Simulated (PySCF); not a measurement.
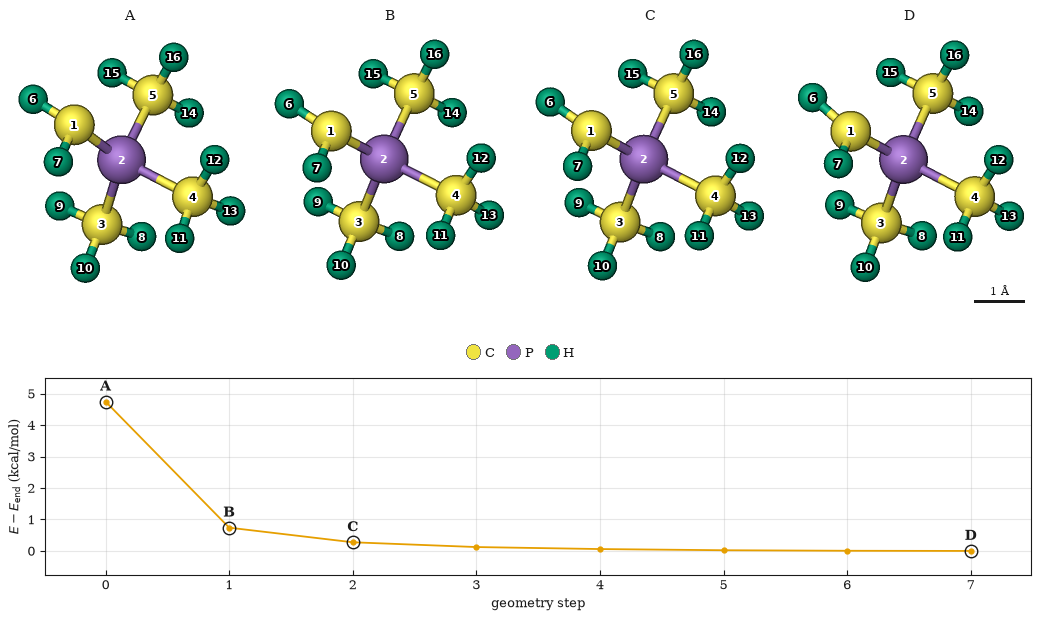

Frames of a relaxation of C4H11P, marked on the history of the run. A ball-and-stick model, seen from a free direction.

The start comes from GFN2-xTB. Its atoms were then displaced at random by about 0.01 Å.

Theory: PySCF 2.14.0, density-fitted response routines, PBE0-D3(BJ)/def2-SVP geometry optimisation, gas phase. 

### What happens along the run?

Over 7 geometry steps the energy falls by 4.75 kcal/mol. C1 moves most after the best rigid fit: 0.17 Å. By element the largest moves are C 0.17 Å, H 0.11 Å, P 0.04 Å. Some distances before and after: C3–H8 1.067 → 1.102 Å, C1–H6 1.061 → 1.094 Å, P2–C3 1.880 → 1.856 Å, P2–C4 1.797 → 1.820 Å. Among the angles between lasting bonds that change: C1–P2–C3 131.0° → 123.0°, P2–C1–H7 110.8° → 117.6°, H6–C1–H7 110.3° → 117.0°. From step 0 to 1: C and H atoms move most (0.15 Å), energy −4.01 kcal/mol. From step 1 to 2: H6 moves most (0.05 Å), energy −0.46 kcal/mol. From step 2 to 7: H6 moves most (0.11 Å), energy −0.28 kcal/mol.

| step | E − E(0), kcal/mol |
| --- | --- |
| 0 | 0.00 |
| 1 | -4.01 |
| 2 | -4.47 |
| 3 | -4.62 |
| 4 | -4.69 |
| 5 | -4.72 |
| 6 | -4.74 |
| 7 | -4.75 |
